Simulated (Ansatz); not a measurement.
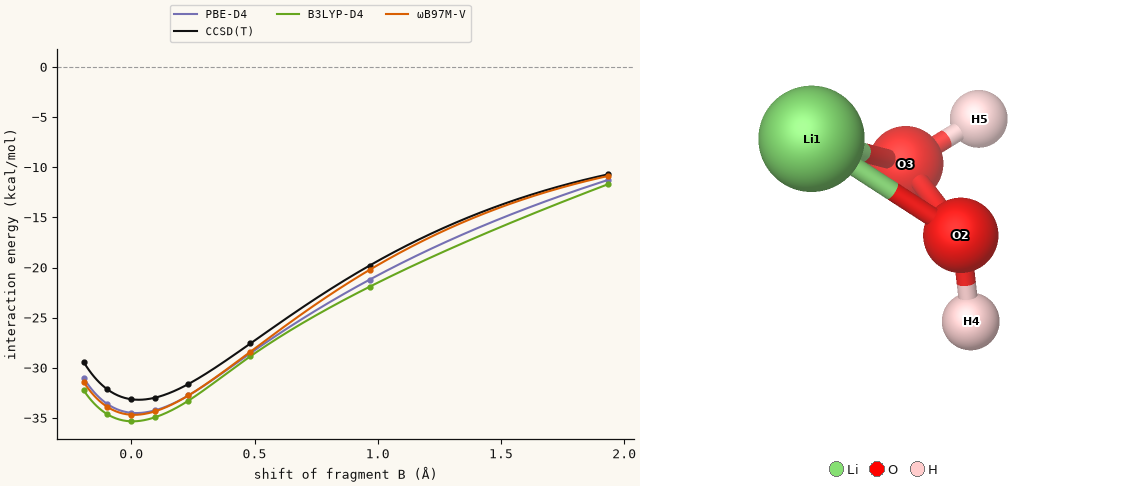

Interaction curve of the pair Li⁺ (A) and H₂O₂ (B), from the arrangement drawn (closest contact, H···H pairs aside, Li1···O3 1.93 Å and its like; others can bind more strongly), without the energy that it costs to deform the partners. The Ansatz code 0.2.0, def2-TZVPPD, cores frozen in correlated methods. Fragment B of a pair is moved rigidly from the minimum (PBE0-D4/def2-TZVP) along the line between the fragments' mean atom positions; interaction energies with counterpoise. The outer core of Li, Na, Mg and K is correlated. Splines pass through the computed points, which are marked.

**Which curve follows CCSD(T) best, and which worst?**

Best PBE-D4, worst B3LYP-D4; largest departures, offsets in depth included: PBE-D4 1.61, ωB97M-V 2.00, B3LYP-D4 2.82 kcal/mol. CCSD(T) is in the same finite basis, not at its limit.

**Where is the minimum of each curve?**

PBE-D4: near 0.02 Å, −34.51 kcal/mol; CCSD(T): near 0.03 Å, −33.18 kcal/mol; B3LYP-D4: near 0.01 Å, −35.34 kcal/mol; ωB97M-V: near 0.01 Å, −34.69 kcal/mol (from the spline).

**Give the values at the computed points.**

In kcal/mol:
```tsv
shift of fragment B (Å)	PBE-D4	CCSD(T)	B3LYP-D4	ωB97M-V
−0.19	−31.02	−29.42	−32.24	−31.41
−0.10	−33.62	−32.15	−34.64	−33.90
0.00	−34.49	−33.13	−35.33	−34.68
0.10	−34.24	−32.97	−34.93	−34.34
0.23	−32.76	−31.61	−33.27	−32.75
0.48	−28.54	−27.57	−28.85	−28.39
0.97	−21.21	−19.80	−21.92	−20.23
1.93	−11.27	−10.71	−11.70	−10.87
```
